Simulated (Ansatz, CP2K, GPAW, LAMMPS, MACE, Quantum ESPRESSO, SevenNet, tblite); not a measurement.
## Running amorphous Ge (66 atoms) with CP2K

How do the settings of CP2K change the result for amorphous Ge (66 atoms)? A plane-wave run serves as the yardstick.

Main program and level: CP2K 2026.2; the method is named at each step.

### 1. Starting point

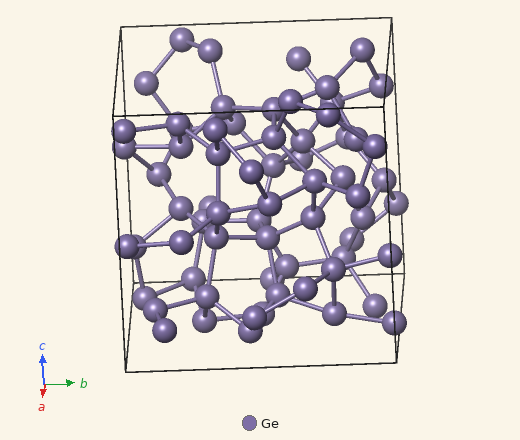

The starting structure, seen slightly off an axis (germanium purple). Some periodic images of atoms are drawn too.

The cell holds 66 atoms: 66 Ge. Its edges and angles: a = 11.531 Å, b = 11.531 Å, c = 11.531 Å, α = 90.0°, β = 90.0°, γ = 90.0°. 66 atoms (66 Ge) placed at random at 5.19 g/cm³, melted at 3500 K for 10 ps at fixed volume with the Tersoff potential (Tersoff, Phys. Rev. B 39, 5566 (1989)). Quenched from 3500 K to 300 K at 5 K/ps and fixed volume, held 5 ps, then minimised at fixed cell.

The yardstick, on the same geometry:

* method: Kohn-Sham DFT, PBE, PAW, plane waves (Ansatz 0.2.0); cutoff 420 eV, Γ point, fermi-dirac smearing of 0.05 eV; PAW set soft_2
* r.m.s. force component: 0.2307 eV/Å
* longest force: 0.7496 eV/Å
* pressure: 3.016 GPa
* SCF cycles: 10
* time: 41 s on 4 threads of Intel Xeon Platinum 8259CL at 2.50GHz (Skylake/Cascade Lake), shared host
* CPU time: 2.4 min

### 2. PBE, DZVP-UZH, 350/50 Ry, diagonalisation

Method: Kohn-Sham DFT, PBE, GTH-PBE pseudopotentials, Gaussian and plane waves, DZVP-MOLOPT (UZH set), diagonalisation.

input.inp reads:

```
&GLOBAL
  PROJECT cell
  RUN_TYPE ENERGY_FORCE
  PRINT_LEVEL LOW
&END GLOBAL
&FORCE_EVAL
  METHOD QS
  STRESS_TENSOR ANALYTICAL
  &DFT
    BASIS_SET_FILE_NAME BASIS_MOLOPT_UZH
    POTENTIAL_FILE_NAME POTENTIAL_UZH
    &MGRID
      CUTOFF 350
      REL_CUTOFF 50
    &END MGRID
    &QS
      EPS_DEFAULT 1.0E-12
    &END QS
    &SCF
      SCF_GUESS ATOMIC
      EPS_SCF 5.0E-06
      MAX_SCF 200
      ADDED_MOS 29
      &DIAGONALIZATION
        ALGORITHM STANDARD
      &END DIAGONALIZATION
      &SMEAR ON
        METHOD FERMI_DIRAC
        ELECTRONIC_TEMPERATURE [K] 580
      &END SMEAR
      &MIXING
        METHOD BROYDEN_MIXING
        ALPHA 0.15
        NBROYDEN 12
      &END MIXING
      &PRINT
        &RESTART OFF
        &END RESTART
      &END PRINT
    &END SCF
    &XC
      &XC_FUNCTIONAL PBE
      &END XC_FUNCTIONAL
    &END XC
    &PRINT
      &MULLIKEN ON
      &END MULLIKEN
      &HIRSHFELD ON
        SHAPE_FUNCTION DENSITY
      &END HIRSHFELD
      &MO ON
        EIGENVALUES T
        OCCUPATION_NUMBERS T
        MO_INDEX_RANGE 121 144
        &EACH
          QS_SCF 0
        &END EACH
        ADD_LAST NUMERIC
      &END MO
    &END PRINT
  &END DFT
  &SUBSYS
    &CELL
      A 11.53150 0.00000 0.00000
      B 0.00000 11.53150 0.00000
      C 0.00000 0.00000 11.53150
    &END CELL
    &TOPOLOGY
      COORD_FILE_NAME structure.xyz
      COORD_FILE_FORMAT XYZ
    &END TOPOLOGY
    &KIND Ge
      BASIS_SET DZVP-MOLOPT-PBE-GTH-q4
      POTENTIAL GTH-PBE-q4
    &END KIND
  &END SUBSYS
  &PRINT
    &FORCES ON
    &END FORCES
    &STRESS_TENSOR ON
    &END STRESS_TENSOR
  &END PRINT
&END FORCE_EVAL
```

structure.xyz reads:

```xyz
66

Ge 8.95479 7.46249 11.02677
Ge 5.30172 0.69177 1.13389
Ge 3.77945 4.35579 9.07379
Ge 8.16349 11.32774 3.66794
Ge 11.45458 5.76771 8.79138
Ge 2.11384 8.92423 8.53446
Ge 5.20474 6.58137 9.39552
Ge 1.53450 5.97251 0.48894
Ge 6.99778 6.42893 1.66019
Ge 4.41622 0.09721 7.66660
Ge 5.71317 0.37339 3.61132
Ge 0.48917 3.46452 3.43028
Ge 0.89438 7.52926 10.13561
Ge 4.04513 10.06608 3.99959
Ge 2.78590 11.07093 9.44845
Ge 4.02380 10.39841 11.51340
Ge 2.44918 3.86040 11.16906
Ge 10.83592 7.78296 3.22963
Ge 3.09563 3.25488 3.73851
Ge 8.94072 1.27515 1.84769
Ge 1.09642 2.41170 7.15299
Ge 5.14432 9.36081 6.19357
Ge 6.04896 3.21348 0.30455
Ge 3.75074 5.63913 3.93339
Ge 10.83223 9.12453 11.01385
Ge 6.60409 10.06908 8.40692
Ge 1.81863 4.67176 7.67491
Ge 7.87705 3.44642 2.00740
Ge 10.34283 11.02181 9.35389
Ge 8.46078 8.90912 3.23620
Ge 7.41787 8.81018 0.88746
Ge 2.48942 6.29424 5.92638
Ge 3.45541 6.69888 1.71047
Ge 8.43806 4.24936 8.61599
Ge 6.20003 6.07226 3.98298
Ge 10.12270 10.18185 7.06823
Ge 7.71065 6.61770 9.00749
Ge 0.22867 11.34146 3.25361
Ge 9.05776 4.16599 6.15263
Ge 7.97403 0.26834 9.60908
Ge 10.23778 4.26077 10.31031
Ge 3.88323 7.67064 7.46688
Ge 11.28484 5.58517 2.16815
Ge 10.07484 6.41417 6.83322
Ge 5.29976 2.41297 5.11976
Ge 7.04494 8.08324 5.11214
Ge 7.21872 3.94089 4.44193
Ge 3.01180 9.11507 1.84585
Ge 2.93119 1.43971 5.86965
Ge 11.36764 1.74103 1.76524
Ge 10.04428 0.25934 5.13832
Ge 6.94139 2.54154 9.48454
Ge 7.54714 11.34215 0.41675
Ge 10.82877 2.61027 5.50791
Ge 5.11999 2.53485 7.84684
Ge 0.30535 7.37532 5.43295
[... 6 atom lines left out ...]
Ge 1.97823 10.95527 4.92199
Ge 3.72329 2.71671 1.37963
Ge 0.75151 0.99817 9.22428
Ge 9.24988 5.28108 0.88112
```

Started as:

```bash
$ OMP_NUM_THREADS=2 cp2k.psmp -i input.inp > output.txt
```

Numbers of over 12 decimals in the logs are rounded to 6 here.

Log:

```text
CP2K| version string:                                       CP2K version 2026.2
 CP2K| Input file name                                                 input.inp
 GLOBAL| Basis set file name                                    BASIS_MOLOPT_UZH
 GLOBAL| Potential file name                                       POTENTIAL_UZH
 GLOBAL| Run type                                                   ENERGY_FORCE
 GLOBAL| Total number of message passing processes                             1
 GLOBAL| Number of threads for this process                                    2
 TOTAL NUMBERS AND MAXIMUM NUMBERS
  Total number of            - Atomic kinds:                                   1
                             - Atoms:                                         66
                             - Shell sets:                                    66
                             - Shells:                                       330
                             - Primitive Cartesian functions:                264
                             - Cartesian basis functions:                    924
                             - Spherical basis functions:                    858
  Maximum angular momentum of the orbital basis functions:                     2
 SCF PARAMETERS         Density guess:                                    ATOMIC
                        max_scf:                                             200
                        eps_scf:                                        5.00E-06
                        added MOs                                        29    0
                        Mixing method:                            BROYDEN_MIXING
                                                charge density mixing in g-space
                        Smear method:                                FERMI_DIRAC
                        Electronic temperature [K]:                        580.0
                        Electronic temperature [a.u.]:                  1.84E-03
                        Accuracy threshold:                             1.00E-10
 Extrapolation method: initial_guess
 Number of electrons:                                                        264
 Number of occupied orbitals:                                                132
 Number of molecular orbitals:                                               161
 Number of orbital functions:                                                858
 Number of independent orbital functions:                                    858
 SCF WAVEFUNCTION OPTIMIZATION
  Step     Update method      Time    Convergence         Total energy    Change
     1 NoMix/Diag. 0.15E+00    5.5     0.40548303      -263.0911434540 -2.63E+02
     2 Broy./Diag. 0.15E+00    7.6     0.02534693      -257.7485800777  5.34E+00
     3 Broy./Diag. 0.15E+00    8.4     0.09615952      -257.8852696768 -1.37E-01
     4 Broy./Diag. 0.15E+00    8.0     0.05471362      -258.7285450390 -8.43E-01
[...]
16 Broy./Diag. 0.15E+00   11.1     0.00000926      -258.7209703940 -1.27E-04
    17 Broy./Diag. 0.15E+00    9.8     0.00000382      -258.7209715511 -1.16E-06
  *** SCF run converged in    17 steps ***
  Electronic density on regular grids:       -263.9999999999        0.0000000001
  Core density on regular grids:              263.9999999990       -0.0000000010
  Total charge density on r-space grids:       -0.0000000009
  Total charge density g-space grids:          -0.0000000009
  Overlap energy of the core charge distribution:               3.95422e-07
  Self energy of the core charge distribution:               -551.199620
  Core Hamiltonian energy:                                    129.984065
  Hartree energy:                                             239.391999
  Exchange-correlation energy:                                -76.889292
  Electronic entropic energy:                                  -0.00812444
  Fermi energy:                                                 0.149370
  Total energy:                                              -258.720972
  Total energy (extrapolated to T->0):                       -258.716909
 MO| EIGENVALUES AND OCCUPATION NUMBERS
 MO|
 MO|  Index      Eigenvalue [a.u.]        Eigenvalue [eV]             Occupation
 MO|    121               0.116811               3.178590               2.000000
 MO|    122               0.119408               3.249252               2.000000
 MO|    123               0.122016               3.320218               1.999999
[...]
MO|    143               0.190816               5.192365               0.000000
 MO|    144               0.193345               5.261190               0.000000
 MO| Sum:                                                             264.000000
 MO| E(Fermi):            0.149370 a.u.          4.064562 eV
 !-----------------------------------------------------------------------------!
                     Mulliken Population Analysis
 #  Atom  Element  Kind  Atomic population                           Net charge
       1     Ge       1          4.057797                             -0.057797
       2     Ge       1          4.067802                             -0.067802
       3     Ge       1          3.966232                              0.033768
[...]
65     Ge       1          3.940862                              0.059138
      66     Ge       1          4.021814                             -0.021814
 # Total charge                            264.000000                  0.000000
 !-----------------------------------------------------------------------------!
 !-----------------------------------------------------------------------------!
                           Hirshfeld Charges
  #Atom  Element  Kind  Ref Charge     Population                    Net charge
      1       Ge     1       4.000          3.982                         0.018
      2       Ge     1       4.000          4.011                        -0.011
      3       Ge     1       4.000          3.988                         0.012
[...]
65       Ge     1       4.000          3.995                         0.005
     66       Ge     1       4.000          4.012                        -0.012
  Total Charge                                                           -0.000
 !-----------------------------------------------------------------------------!
 ENERGY| Total FORCE_EVAL ( QS ) energy [hartree]           -258.720909
 FORCES| Atomic forces [hartree/bohr]
 FORCES|   Atom     x               y               z               |f|
 FORCES|      1  3.59721049E-03  1.24711468E-03  2.33298904E-03   4.46520505E-03
 FORCES|      2 -5.53266010E-03  1.90339083E-03  6.42296812E-03   8.68836831E-03
 FORCES|      3  1.98000389E-03 -3.90458177E-03  9.66471272E-04   4.48332923E-03
[...]
FORCES|     65  4.60492515E-03 -2.93623542E-04 -2.86402289E-03   5.43085422E-03
 FORCES|     66  2.40533973E-03 -4.07455564E-03 -2.01365132E-03   5.14222273E-03
 FORCES| Sum    -7.22649324E-08 -1.04853989E-07 -1.44024795E-08
 FORCES| Total atomic force                                       1.28156197E-07
 STRESS| Analytical stress tensor [bar]
 STRESS|                        x                   y                   z
 STRESS|      x        4.43219533742E+04   2.56228364043E+03   2.75935946306E+03
 STRESS|      y        2.56228364043E+03   4.42798247158E+04   1.06385635679E+04
 STRESS|      z        2.75935946306E+03   1.06385635679E+04   2.01047721627E+04
 STRESS| 1/3 Trace                                             3.62355167509E+04
```

The job ended after 3 min (2 threads of Intel Xeon Platinum 8259CL at 2.50GHz (Skylake/Cascade Lake), shared host; peak memory 2.2 GiB).

Banners, paths, timers and routine set-up lines are dropped from the logs unmarked, and long logs keep their key lines alone; longer cuts are marked.

Compared with the plane-wave run:

- r.m.s. force component: 0.2364 eV/Å
- r.m.s. difference of force components: 28.91 meV/Å
- longest difference of force vectors: 93.85 meV/Å
- force difference over r.m.s. force: 12.53 %
- slope of forces against the reference's: 1.017
- correlation of force components: 0.9926
- pressure: 3.624 GPa
- pressure difference: 0.6078 GPa

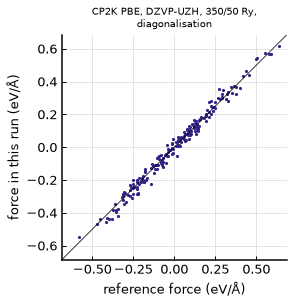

Force components against those of the reference; the line marks equality.

A closer look about Ge39, which bears the longest force: 9 atoms, nearest first, numbered in the order of the input, with positions taken from that point.

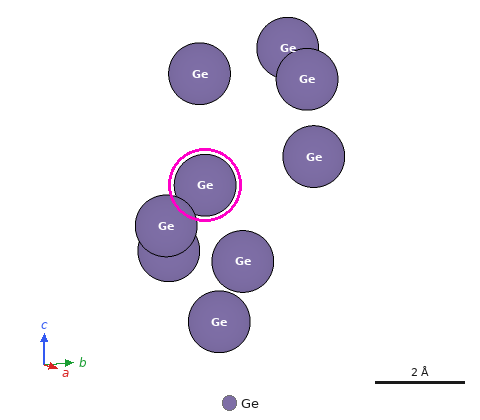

The atoms of the table, within 4.1 Å (arrows a, b, c point along x, y, z); some may hide others; the central atom is ringed.

| atom | x | y | z | distance (Å) | bonds | Hirshfeld charge (e) | Fx | Fy | Fz (eV/Å) |
| --- | --- | --- | --- | --- | --- | --- | --- | --- | --- |
| Ge39 | 0.00 | 0.00 | 0.00 | 0.00 | 4 | 0.01 | -0.01 | 0.61 | 0.36 |
| Ge54 | 1.77 | -1.56 | -0.64 | 2.44 | 4 | 0.00 | 0.04 | 0.02 | -0.20 |
| Ge47 | -1.84 | -0.23 | -1.71 | 2.52 | 4 | 0.00 | 0.34 | -0.47 | -0.15 |
| Ge34 | -0.62 | 0.08 | 2.46 | 2.54 | 4 | -0.01 | 0.28 | -0.42 | -0.29 |
| Ge44 | 1.02 | 2.25 | 0.68 | 2.56 | 4 | 0.00 | 0.11 | -0.34 | -0.28 |
| Ge5 | 2.40 | 1.60 | 2.64 | 3.91 | 4 | -0.02 | -0.07 | 0.32 | 0.04 |
| Ge37 | -1.35 | 2.45 | 2.85 | 4.00 | 4 | 0.03 | -0.11 | -0.10 | 0.13 |
| Ge35 | -2.86 | 1.91 | -2.17 | 4.06 | 4 | -0.01 | -0.24 | 0.05 | 0.35 |
| Ge12 | 2.96 | -0.70 | -2.72 | 4.08 | 4 | 0.00 | -0.24 | 0.54 | -0.04 |

Forces lie 13 % from the reference's, at 2.2 times its CPU time (on 2 against 4 cores).

### 3. PBE, TZV2P-UZH, 350/50 Ry, diagonalisation

Method: Kohn-Sham DFT, PBE, GTH-PBE pseudopotentials, Gaussian and plane waves, TZV2P-MOLOPT (UZH set), diagonalisation.

input.inp, as its differences from that of step 2:

```diff
@@ -72,3 +72,3 @@
     &KIND Ge
-      BASIS_SET DZVP-MOLOPT-PBE-GTH-q4
+      BASIS_SET TZV2P-MOLOPT-PBE-GTH-q4
       POTENTIAL GTH-PBE-q4
```

structure.xyz is that of step 2.

Started as:

```bash
$ OMP_NUM_THREADS=1 mpirun -np 4 cp2k.psmp -i input.inp > output.txt
```

Log:

```text
CP2K| version string:                                       CP2K version 2026.2
 CP2K| Input file name                                                 input.inp
 GLOBAL| Basis set file name                                    BASIS_MOLOPT_UZH
 GLOBAL| Potential file name                                       POTENTIAL_UZH
 GLOBAL| Run type                                                   ENERGY_FORCE
 GLOBAL| Total number of message passing processes                             4
 GLOBAL| Number of threads for this process                                    1
[... lines left out ...]
                        Smear method:                                FERMI_DIRAC
[... lines left out ...]
 Number of electrons:                                                        264
[... lines left out ...]
  Step     Update method      Time    Convergence         Total energy    Change
[... lines left out ...]
  *** SCF run converged in    18 steps ***
[... lines left out ...]
  Fermi energy:                                                 0.148202
  Total energy:                                              -258.917305
  Total energy (extrapolated to T->0):                       -258.913269
[... lines left out ...]
 MO| E(Fermi):            0.148202 a.u.          4.032793 eV
[... lines left out ...]
     66       Ge     1       4.000          4.012                        -0.012
  Total Charge                                                           -0.000
 !-----------------------------------------------------------------------------!
 ENERGY| Total FORCE_EVAL ( QS ) energy [hartree]           -258.917226
 FORCES| Atomic forces [hartree/bohr]
 FORCES|   Atom     x               y               z               |f|
 FORCES|      1  3.56007177E-03  5.14358788E-04  2.50775101E-03   4.38491631E-03
 FORCES|      2 -5.01922032E-03  2.08280054E-03  6.64661433E-03   8.58534290E-03
 FORCES|      3  2.66960372E-03 -3.33984256E-03  1.71072734E-03   4.60520578E-03
[...]
FORCES|     65  4.80883257E-03 -5.36725959E-04 -3.48155592E-03   5.96105503E-03
 FORCES|     66  2.03989865E-03 -3.83722375E-03 -2.37581665E-03   4.95277472E-03
 FORCES| Sum    -2.43747414E-07  6.29458341E-08 -3.91509499E-07
 FORCES| Total atomic force                                       4.65461779E-07
 STRESS| Analytical stress tensor [bar]
 STRESS|                        x                   y                   z
 STRESS|      x        4.24408375357E+04   2.64977999492E+03   2.53179835828E+03
 STRESS|      y        2.64977999492E+03   4.24963017848E+04   1.05084085864E+04
 STRESS|      z        2.53179835828E+03   1.05084085864E+04   1.89178852484E+04
 STRESS| 1/3 Trace                                             3.46183415230E+04
```

Run time: 4.5 min. Hardware: 4 MPI ranks; peak memory 5 GiB.

Numbers from this run, and their distance from the reference:

* r.m.s. force component: 0.236 eV/Å
* r.m.s. difference of force components: 12.44 meV/Å
* longest difference of force vectors: 46.16 meV/Å
* force difference over r.m.s. force: 5.393 %
* slope of forces against the reference's: 1.022
* correlation of force components: 0.9988
* pressure: 3.462 GPa
* pressure difference: 0.446 GPa

Against the first run (13 %), the force difference from the reference is 5.4 %, at 3.4 times the CPU time (on 4 against 2 cores), with 1914 basis functions against 858: the larger basis brings the forces nearer.

(Continued in part 2 of 3.)

[Also dropped from logs without a mark: logging warnings of Python, and SIESTA's first energy breakdown and zero terms.]

[Logs are printed without paths, hosts, clocks, repeated set-up lines and the standing remarks that a program may print on its own settings, such as how far it seeks lower states.]

[Hosts, paths, dates, database ids (printed as entryN), source tags and the programs' standing remarks are cut or masked in the printed files.]
